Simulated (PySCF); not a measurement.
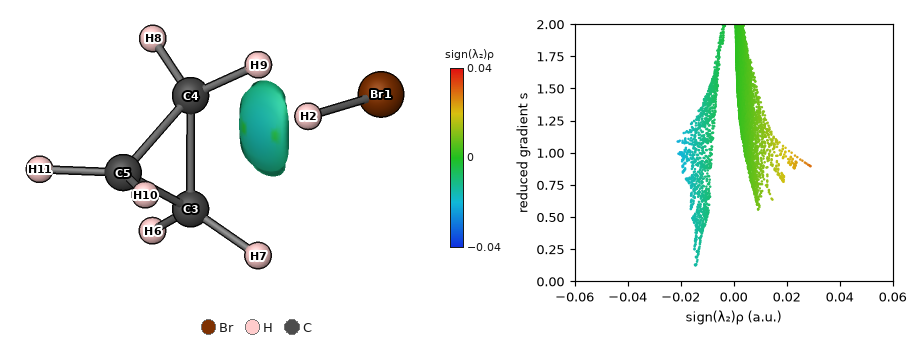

Figure 1: C₃H₇Br, SMILES `Br.C1CC1`. Non-covalent interaction surfaces between the fragments (reduced density gradient s = 0.5, coloured by sign(λ₂)ρ in a.u.; trimmed to the region between the fragments where ρ is under 0.06 a.u.). Fragment A: HBr (atoms 1–2); fragment B: H6C3. The plot gives s against sign(λ₂)ρ for grid points between the fragments.

Computed with PySCF, CAM-B3LYP/def2-SVPD, geometry: GFN2-xTB. GFN2-xTB bond lengths at metals and heavier atoms can be off by up to 0.1 Å and shapes distorted, which carries into these values.

Interpret the surfaces between the fragments.

Answer. Bond critical points between the fragments: H2···C4, Br–H···C contact, 2.37 Å, ρ = 0.015 a.u. It is weak and appears green (van der Waals range). The pose is a local one from a semi-empirical search, not shown to be the most stable.

How strongly are they bound?

Answer. The counterpoise-corrected interaction energy of the frozen fragments is −1.4 kcal/mol without dispersion correction and −2.7 kcal/mol with D3(BJ). The pair geometry is semi-empirical, not a minimum at this level.
